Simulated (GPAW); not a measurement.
Consider AsP (R3m).

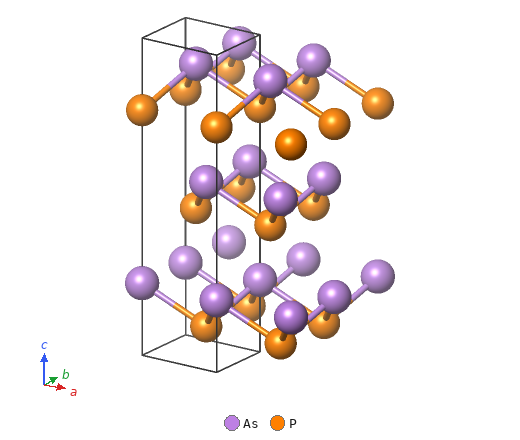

The structure (arsenic purple, phosphorus orange). Bonds to atoms that aren't drawn are left out. 2×2×1 conventional cells are drawn. Some periodic images of atoms are drawn too.

```xyz
2
Lattice="1.8426 1.0638 3.3263 -1.8426 1.0638 3.3263 0.0000 -2.1277 3.3263" Properties=species:S:1:pos:R:3 pbc="T T T"
As    0.0000    0.0000    7.7089
P     0.0000    0.0000    2.2700
```

Absorber: atom 2, with 3 As at 2.45 Å and 3 As at 3.00 Å (distorted octahedral, site symmetry 3m). Method: GPAW, LDA, excited-electron core hole (neutral cell), 14-atom cell with 6.5 Å between holes, 5×5×5 k points, dipole transitions, Gaussian full width 0.9 eV up to 4 eV, rising linearly to 3.5 eV at 25 eV.

Question: Predict the near-edge structure at the P K edge.

Main maxima up to 24 eV above the zero (height): 0.8 eV (3.14), 11.9 eV (0.95) and 19.6 eV (0.86). A K edge sees empty p states on the absorber. The total-energy difference is 2147.37 eV. One term is added: -15.84 eV, since the hole is spin-paired here and a spin-polarised one costs that much less in the free atom (computed apart). The photon energy is then 2131.53 eV. The functional leaves an error in such absolute values: in the free atom LDA prices this hole 8.5 eV below PBE (computed apart), and PBE is itself good to a few eV.

The P K spectrum (energy from the lowest empty level; intensity scaled to a mean of 1 over the first 20 eV; polarised curves are means over the symmetry-equivalent atoms):

```csv
E (eV),isotropic,ε ⊥ c,ε ∥ c
-2.0,0.00,0.00,0.00
-0.5,0.24,0.26,0.22
1.0,3.04,3.10,2.92
2.5,1.67,1.87,1.26
4.0,1.15,1.17,1.11
5.5,1.09,0.98,1.32
7.0,0.40,0.45,0.32
8.5,0.32,0.38,0.21
10.0,0.58,0.60,0.52
11.5,0.93,0.93,0.94
13.0,0.84,0.86,0.80
14.5,0.70,0.66,0.77
16.0,0.77,0.73,0.85
17.5,0.81,0.78,0.87
19.0,0.85,0.87,0.82
20.5,0.84,0.86,0.79
22.0,0.75,0.76,0.73
23.5,0.69,0.68,0.70
25.0,0.64,0.61,0.71
26.5,0.63,0.58,0.72
28.0,0.67,0.61,0.77
```

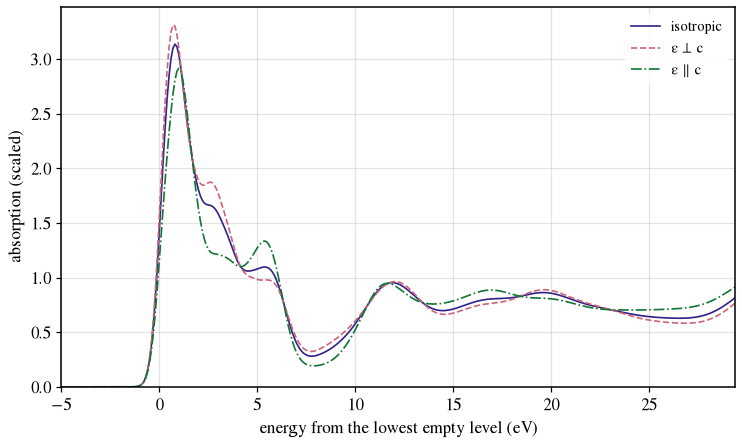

The P K edge.

The unit cell's mesh shows no gap over 0.35 eV. That is right for a metallic compound; for a small-gap or correlated insulator it would be the fault of the functional or of the assumed magnetic order, and the hole would be screened too well. The structure is a computed Materials Project entry and may be a hypothetical form.

[Banner, clock and machine lines of the logs are left out without a mark of their own.]

[Logs are printed without paths, hosts, clocks, repeated set-up lines and the standing remarks that a program may print on its own settings, such as how far it seeks lower states.]

[Hosts, paths, dates, database ids (printed as entryN), source tags and the programs' standing remarks are cut or masked in the printed files.]

[Lists of maxima count a maximum above −3 eV only where it reaches 4 % of the highest in the window and stands out from its surroundings by 2 % of it (1.5 % where it reaches 55 %); shoulders and weaker maxima are passed over, and of the rest the first, up to two pre-edge ones and the few strongest are named.]
